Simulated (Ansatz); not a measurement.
# C3H9BO2: small, medium and large basis sets

How large a basis does C3H9BO2 need? Two functionals are run in growing sets.

The runs use Ansatz 0.2.0, Gaussian basis; one geometry, several basis sets.

The runs, in order: PBE0-D4/def2-SVP; ωB97M-V/def2-SVP; PBE0-D4/def2-QZVPP; ωB97M-V/def2-QZVPP; the functionals' def2-TZVPP values are taken from earlier runs.

## Step 1: Structure used throughout

All runs share one geometry, relaxed beforehand with PBE0-D4 in a triple-zeta def2 set.

SMILES `CC(C)B(O)O`, 15 atoms, charge 0, spin multiplicity 1.

Atoms are counted from 1 here; the program's logs count them from 0.

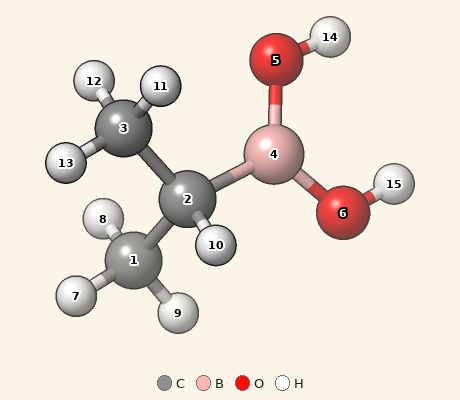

The geometry (carbon grey, boron pink, oxygen red, hydrogen white); atoms are numbered from 1 in the order of the file.

Coordinates:

```mol
C3H9BO2
  3D, bonds by distance, orders not assigned

 15 14  0  0  0  0  0  0  0  0999 V2000
   -0.7917   -1.2474    0.6666 C   0  0
   -0.1192   -0.3799   -0.4030 C   0  0
    1.3280   -0.8030   -0.6209 C   0  0
   -0.2873    1.1450   -0.0394 B   0  0
    0.8178    1.8823    0.2897 O   0  0
   -1.5556    1.6646   -0.0523 O   0  0
   -0.7480   -2.3060    0.3935 H   0  0
   -0.2874   -1.1405    1.6324 H   0  0
   -1.8406   -0.9766    0.8048 H   0  0
   -0.6752   -0.5349   -1.3379 H   0  0
    1.8079   -0.2201   -1.4104 H   0  0
    1.9187   -0.6618    0.2881 H   0  0
    1.3903   -1.8600   -0.8972 H   0  0
    0.6526    2.8001    0.5165 H   0  0
   -1.6319    2.5875    0.1988 H   0  0
  1  2  8  0
  2  3  8  0
  2  4  8  0
  4  5  8  0
  4  6  8  0
  1  7  8  0
  1  8  8  0
  1  9  8  0
  2 10  8  0
  3 11  8  0
  3 12  8  0
  3 13  8  0
  5 14  8  0
  6 15  8  0
M  END
```

## Step 2: PBE0-D4 in def2-SVP

in.yaml

```yaml
crystal:
  periodic: [false, false, false]
  atoms:
    - {symbol: C, position_ang: [-0.791736, -1.247368, 0.666638]}
    - {symbol: C, position_ang: [-0.119177, -0.379882, -0.402989]}
    - {symbol: C, position_ang: [1.327959, -0.802973, -0.620938]}
    - {symbol: B, position_ang: [-0.287310, 1.144961, -0.039371]}
    - {symbol: O, position_ang: [0.817769, 1.882264, 0.289674]}
    - {symbol: O, position_ang: [-1.555618, 1.664569, -0.052307]}
    - {symbol: H, position_ang: [-0.747965, -2.306002, 0.393525]}
    - {symbol: H, position_ang: [-0.287400, -1.140489, 1.632423]}
    - {symbol: H, position_ang: [-1.840562, -0.976595, 0.804792]}
    - {symbol: H, position_ang: [-0.675241, -0.534891, -1.337855]}
    - {symbol: H, position_ang: [1.807888, -0.220147, -1.410414]}
    - {symbol: H, position_ang: [1.918691, -0.661787, 0.288100]}
    - {symbol: H, position_ang: [1.390283, -1.859981, -0.897211]}
    - {symbol: H, position_ang: [0.652632, 2.800149, 0.516460]}
    - {symbol: H, position_ang: [-1.631912, 2.587470, 0.198773]}
basis:
  gaussian: {orbitals: def2-SVP}
hamiltonian: {xc: pbe0, dispersion: d4}
output: {orbitals: {seedname: orbitals}}
```

Command:

```console
$ ansatz run in.yaml --threads 4 --pin off --events-out ev --progress --plain --max-ram 11315MiB
```

Standard output:

```text
Functional definition: PBE0
  name "PBE0"
  cite "Adamo & Barone, J. Chem. Phys. 110, 6158 (1999) doi:10.1063/1.478522"
  cite "Perdew, Burke & Ernzerhof, Phys. Rev. Lett. 77, 3865 (1996) doi:10.1103/PhysRevLett.77.3865"
  parent pbe
  parameter a = 0.25
  parameter kappa = 0.804
  parameter beta = 0.06672455060314922
  exchange = (1 - a)*pbe_x(kappa = kappa, mu = beta*pi^2/3) + a*exact_x
  correlation = pbe_c(beta = beta)
1436 factors; their error is unknown
mean field evaluation 1: about -8005.0693 eV, gradient 7.3e1 eV
mean field evaluation 2: about -7999.6596 eV, gradient 9.0e1 eV
mean field evaluation 4: about -8016.2741 eV, gradient 2.6e0 eV
mean field evaluation 8: about -8016.2824 eV, gradient 4.9e-2 eV
mean field evaluation 16: about -8016.2780 eV, gradient 2.3e-5 eV
mean field -8016.27799153 eV, -294.5927825605 hartree, gradient 2.3e-5 eV, S^2 0.000000; 0 other end points of the search recorded, 0 dependent functions left out
reference -8016.27801843 eV, -294.5927835488 hartree; 24, 24 occupied and 105, 105 virtual orbitals, 1436 factors
Total energy: -8016.51665234 eV, -294.6015531833 hartree
```

It took 1.2 s on 4 threads of Arm Neoverse V2, shared host.

## Step 3: ωB97M-V in def2-SVP

in.yaml, as its differences from that of step 2:

```diff
@@ -20,3 +20,3 @@
   gaussian: {orbitals: def2-SVP}
-hamiltonian: {xc: pbe0, dispersion: d4}
+hamiltonian: {xc: {name: wB97M-V}}
 output: {orbitals: {seedname: orbitals}}
```

Launched as before.

Standard output, shortened:

```text
Functional definition: wB97M-V
  name "wB97M-V"
  cite "Mardirossian & Head-Gordon, J. Chem. Phys. 144, 214110 (2016) doi:10.1063/1.4952647"
  cite "Becke, J. Chem. Phys. 107, 8554 (1997) doi:10.1063/1.475007"
  cite "Vydrov & Van Voorhis, J. Chem. Phys. 133, 244103 (2010) doi:10.1063/1.3521275"
  # Of w^i u^j: cxij and so on, Table III.
[...]
  gx(w, u) = 1 - cx + cx01*u + cx10*w
  gss(w, u) = css00 + css04*u^4 + css10*w + css20*w^2 + css43*w^4*u^3
  gos(w, u) = cos00 + cos10*w + (cos20 + cos21*u)*w^2 + (cos60 + cos61*u)*w^6
[...]
      + integral(e_c_pw_mod_opposite_spin*gos(b97_w_opposite, b97_u_opposite)) + vv10(b, c)
1436 factors; their error is unknown
360 factors; integrals over basis functions are off by at most 8.4e-6 eV
[...]
mean field -8021.87576631 eV, -294.7984969892 hartree, gradient 1.8e-5 eV, S^2 0.000000; 0 other end points of the search recorded, 0 dependent functions left out
reference -8021.87581104 eV, -294.7984986331 hartree; 24, 24 occupied and 105, 105 virtual orbitals, 1436 factors
Total energy: -8021.87581104 eV, -294.7984986331 hartree
```

Run time: 4.8 s. Hardware: 4 threads of Arm Neoverse V2, shared host.

## Step 4: PBE0-D4 in def2-QZVPP

in.yaml, as its differences from that of step 3:

```diff
@@ -19,4 +19,4 @@
 basis:
-  gaussian: {orbitals: def2-SVP}
-hamiltonian: {xc: {name: wB97M-V}}
+  gaussian: {orbitals: "def2-QZVPP.json"}
+hamiltonian: {xc: pbe0, dispersion: d4}
 output: {orbitals: {seedname: orbitals}}
```

Same command.

Standard output:

```text
Functional definition: PBE0
  name "PBE0"
  cite "Adamo & Barone, J. Chem. Phys. 110, 6158 (1999) doi:10.1063/1.478522"
  cite "Perdew, Burke & Ernzerhof, Phys. Rev. Lett. 77, 3865 (1996) doi:10.1103/PhysRevLett.77.3865"
  parent pbe
  parameter a = 0.25
  parameter kappa = 0.804
  parameter beta = 0.06672455060314922
  exchange = (1 - a)*pbe_x(kappa = kappa, mu = beta*pi^2/3) + a*exact_x
  correlation = pbe_c(beta = beta)
1644 factors; their error is unknown
mean field evaluation 1: about -8009.9284 eV, gradient 9.0e1 eV
mean field evaluation 2: about -7996.5574 eV, gradient 1.2e2 eV
mean field evaluation 4: about -8025.8822 eV, gradient 4.7e0 eV
mean field evaluation 8: about -8025.9200 eV, gradient 1.0e-1 eV
mean field evaluation 16: about -8025.9191 eV, gradient 1.2e-4 eV
mean field -8025.91912322 eV, -294.9470876151 hartree, gradient 5.0e-5 eV, S^2 0.000000; 0 other end points of the search recorded, 0 dependent functions left out
reference -8025.91916610 eV, -294.9470891908 hartree; 24, 24 occupied and 588, 588 virtual orbitals, 1644 factors
Total energy: -8026.15780001 eV, -294.9558588253 hartree
```

Wall time 10 s (4 threads of Arm Neoverse V2, shared host); peak memory 2.5 GiB.

## Step 5: ωB97M-V in def2-QZVPP

in.yaml, as its differences from that of step 4:

```diff
@@ -20,3 +20,3 @@
   gaussian: {orbitals: "def2-QZVPP.json"}
-hamiltonian: {xc: pbe0, dispersion: d4}
+hamiltonian: {xc: {name: wB97M-V}}
 output: {orbitals: {seedname: orbitals}}
```

The command is unchanged.

Standard output, shortened:

```text
Functional definition: wB97M-V
  name "wB97M-V"
  cite "Mardirossian & Head-Gordon, J. Chem. Phys. 144, 214110 (2016) doi:10.1063/1.4952647"
  cite "Becke, J. Chem. Phys. 107, 8554 (1997) doi:10.1063/1.475007"
  cite "Vydrov & Van Voorhis, J. Chem. Phys. 133, 244103 (2010) doi:10.1063/1.3521275"
  # Of w^i u^j: cxij and so on, Table III.
[...]
  gx(w, u) = 1 - cx + cx01*u + cx10*w
  gss(w, u) = css00 + css04*u^4 + css10*w + css20*w^2 + css43*w^4*u^3
  gos(w, u) = cos00 + cos10*w + (cos20 + cos21*u)*w^2 + (cos60 + cos61*u)*w^6
[...]
      + integral(e_c_pw_mod_opposite_spin*gos(b97_w_opposite, b97_u_opposite)) + vv10(b, c)
1644 factors; their error is unknown
489 factors; integrals over basis functions are off by at most 9.1e-6 eV
[...]
mean field -8031.85878193 eV, -295.1653660467 hartree, gradient 3.7e-5 eV, S^2 0.000000; 0 other end points of the search recorded, 0 dependent functions left out
reference -8031.85885128 eV, -295.1653685952 hartree; 24, 24 occupied and 588, 588 virtual orbitals, 1644 factors
Total energy: -8031.85885128 eV, -295.1653685952 hartree
```

Wall time 22 s (4 threads of Arm Neoverse V2, shared host); peak memory 2.9 GiB.

## Step 6: Density functionals: the series

The def2-TZVPP values come from earlier runs at the same geometry.

| functional | basis | functions | energy (eV) | from the largest (eV) | HOMO (eV) | LUMO (eV) |
| --- | --- | --- | --- | --- | --- | --- |
| PBE0-D4 | def2-SVP | 129 | -8016.5167 | 9.641 | -8.15 | 1.02 |
| PBE0-D4 | def2-TZVPP | 312 | -8025.6962 | 0.462 | -8.29 | 0.30 |
| PBE0-D4 | def2-QZVPP | 612 | -8026.1578 | 0.000 | -8.31 | -0.16 |
| ωB97M-V | def2-SVP | 129 | -8021.8758 | 9.983 | -10.44 | 2.65 |
| ωB97M-V | def2-TZVPP | 312 | -8031.4131 | 0.446 | -10.59 | 1.67 |
| ωB97M-V | def2-QZVPP | 612 | -8031.8589 | 0.000 | -10.61 | 0.88 |

## Step 7: Results

```
                                       quantity          value
PBE0-D4: double and triple zeta above quadruple  9.64, 0.46 eV
ωB97M-V: double and triple zeta above quadruple  9.98, 0.45 eV
```

**Reading.** For PBE0-D4 the step from double to triple zeta gains 9.18 eV and the next only 0.46 eV. These are total energies; as a rule much of such shifts cancels in differences, which this series doesn't test. The LUMO of ωB97M-V is positive and keeps falling with the basis (2.65 to 0.88 eV): an unbound level that the basis holds in place.

For PBE0-D4 the largest set took about 8 times as long as the smallest (10 s against 1.2 s).
